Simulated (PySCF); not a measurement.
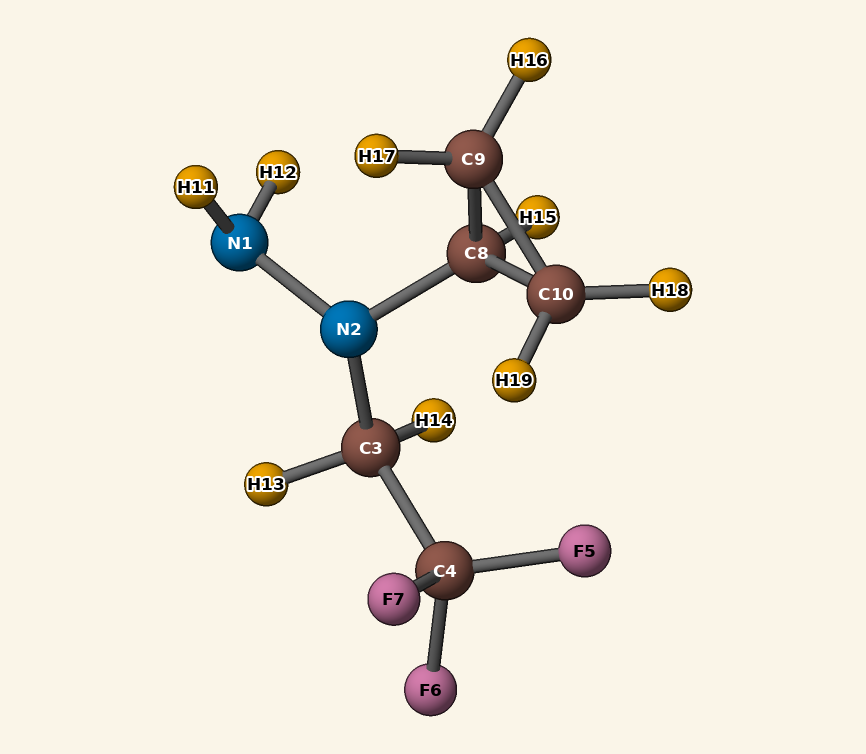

The questions are on Mulliken charges. The computed structure is the end point of a GFN2-xTB optimisation. No frequency run is at hand to confirm it as a minimum. Properties computed with PBE0/pcSseg-1, gas phase (PySCF 2.14.0).

Which atom carries the highest charge (most positive or least negative)?

C4 (0.78 e).

And the lowest?

N2 (−0.49 e).

Give the Mulliken charges atom by atom.

```csv
atom,value (e)
N1,−0.24
N2,−0.49
C3,−0.03
C4,0.78
F5,−0.27
F6,−0.28
F7,−0.26
C8,−0.10
C9,−0.19
C10,−0.17
H11,0.19
H12,0.16
H13,0.15
H14,0.12
H15,0.10
H16,0.13
H17,0.13
H18,0.13
H19,0.14
```

Mulliken values depend strongly on the basis set and can even reverse the polarity of a bond.
